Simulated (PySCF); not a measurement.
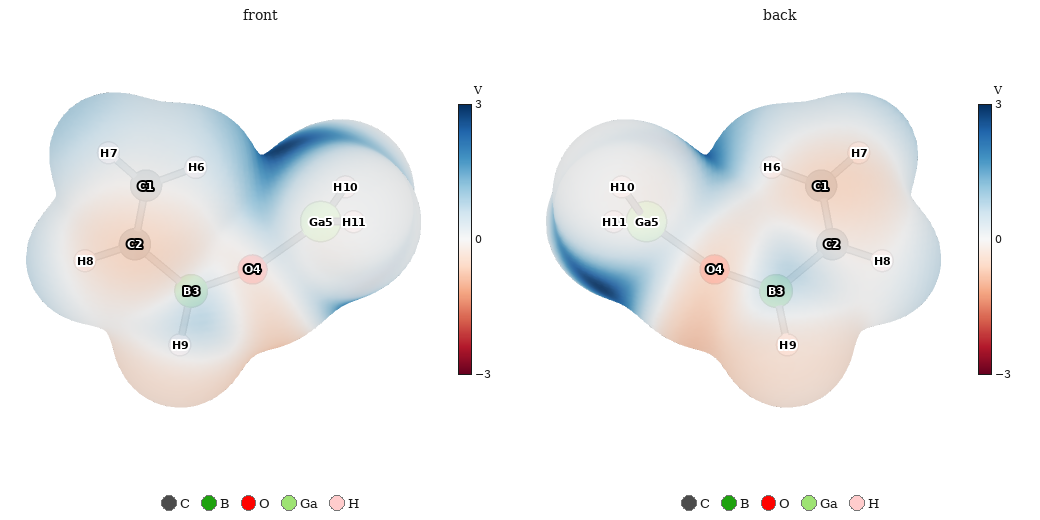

Figure 1: C2H6BGaO (SMILES C=CB[O][GaH2]). The molecular electrostatic potential painted on the density surface at 0.002 e/bohr³, seen from the front and from behind; the colour scale runs from red (negative) to blue (positive).

Geometry: GFN2-xTB.

Computed with PySCF, PBE0/def2-SVPD, SCF density, gas phase.

```xyz
11

C    -1.2491    0.7214   -0.9390
C    -1.5671   -0.1187    0.0377
B    -0.4914   -0.7644    0.9907
O     0.8107   -0.5814    0.7489
Ga    2.2901   -0.0194    0.0700
H    -0.2069    0.9933   -1.1155
H    -1.9668    1.1815   -1.6007
H    -2.6129   -0.3587    0.1877
H    -0.8207   -1.4086    1.9224
H     3.0156   -1.0005   -0.8782
H     2.8038    1.3582    0.5500
```

Question: Where is the surface potential most negative and most positive?

Answer: The most negative region (about −0.7 V, or −16 kcal/mol for a unit charge) lies over O4, the most positive (about +2.8 V, or +65 kcal/mol for a unit charge) over Ga5.

Question: How polar is the molecule by this calculation?

Answer: Its dipole moment is 1.38 D.
